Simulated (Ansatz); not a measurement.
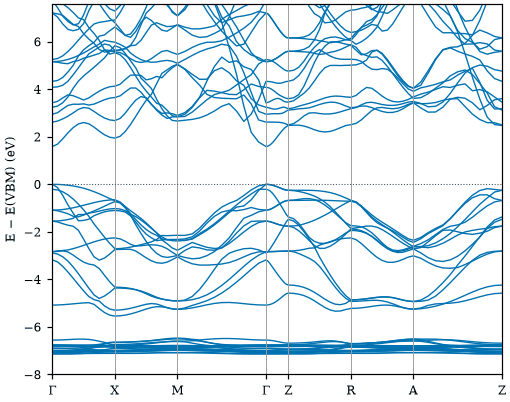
Fig. 1. Band structure from the program Ansatz at the r²SCAN level (PAW)

### Question
Read off the gap and where the band edges lie.

### Answer
About 1.6 eV (1.59 eV by a search for the band edges); maximum at Γ, minimum at Γ.

### Question
Which of these materials gives this?
(A) Zn4Te3S, P-4m2 (Pearson symbol tP8)
(B) SiGe3, P-4m2 (Si on 1a, Ge on 2g, Ge on 1c)
(C) BP, P4_2/mnm (B on 4f, P on 4g)
(D) B2CO, P-4m2 (B on 2g, C on 1a, O on 1c)

### Answer
A, Zn4Te3S, P-4m2 (Pearson symbol tP8)

The start of the workflow was typed in or built on a structure type; neither database checked (COD, Materials Project) lists it. Its standing as an ambient phase is unchecked. Symmetry was held in the r²SCAN relaxation; its stability against distortions is not shown here. Spin–orbit coupling is left out wherever it is not named.

Potentials: the earlier of the program's two PAW sets.
